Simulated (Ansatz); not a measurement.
Consider CH3F2NOSi.

```json
{"atom": "F", "x (Å)": "2.1329", "y (Å)": "-1.2531", "z (Å)": "0.5012"}
{"atom": "Si", "x (Å)": "0.5644", "y (Å)": "-0.9603", "z (Å)": "0.2388"}
{"atom": "F", "x (Å)": "-0.0821", "y (Å)": "-2.4443", "z (Å)": "0.1721"}
{"atom": "N", "x (Å)": "0.1170", "y (Å)": "0.2214", "z (Å)": "-0.9148"}
{"atom": "C", "x (Å)": "-0.5336", "y (Å)": "0.9687", "z (Å)": "0.1735"}
{"atom": "O", "x (Å)": "-0.1632", "y (Å)": "0.1283", "z (Å)": "1.2969"}
{"atom": "H", "x (Å)": "-0.1886", "y (Å)": "0.2696", "z (Å)": "-1.8855"}
{"atom": "H", "x (Å)": "-1.6435", "y (Å)": "1.0320", "z (Å)": "0.0795"}
{"atom": "H", "x (Å)": "-0.1149", "y (Å)": "1.9913", "z (Å)": "0.3211"}
```

The calculation used RKS PBE-D4/def2-SVP (Ansatz).

**What will maps of the electron density and electron localisation function show?**

C–O (1.45 Å): ρ is about 1.9 e/Å³ halfway, with its minimum of 1.6 e/Å³ about 0.5 Å from C; the ELF peaks at about 0.85 between the atoms (a shared but strongly polarised pair).
C–N (1.47 Å): ρ at the midpoint is about 1.8 e/Å³; the ELF peaks at about 0.90 between the atoms, as expected for localised, covalent bonding.
Si–O (1.68 Å): ρ at the midpoint is about 1.1 e/Å³; the ELF peaks at about 0.85 between the atoms; a polar covalent bond.
Si–N (1.71 Å): ρ is about 1.1 e/Å³ halfway; the ELF peaks at about 0.90 between the atoms, as expected for a shared but strongly polarised pair.

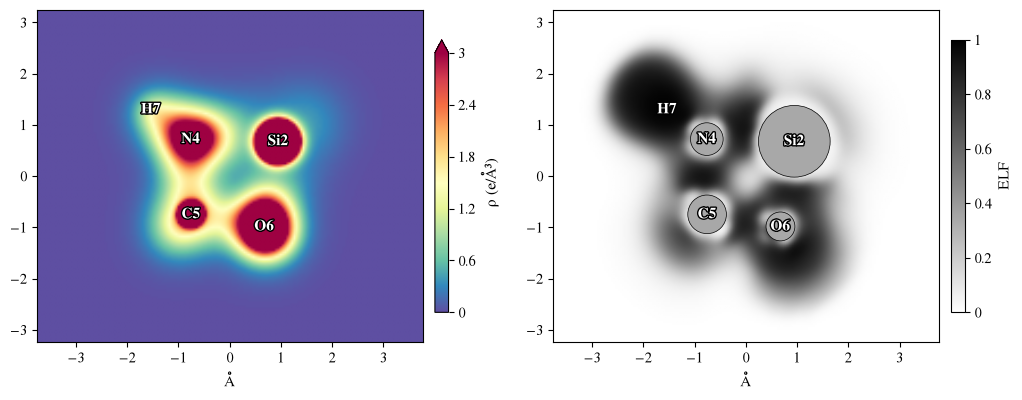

Computed electron density and electron localisation function on the plane of atoms Si2, O6 and C5, in this order. Grey discs cover the atomic cores in the ELF map. 
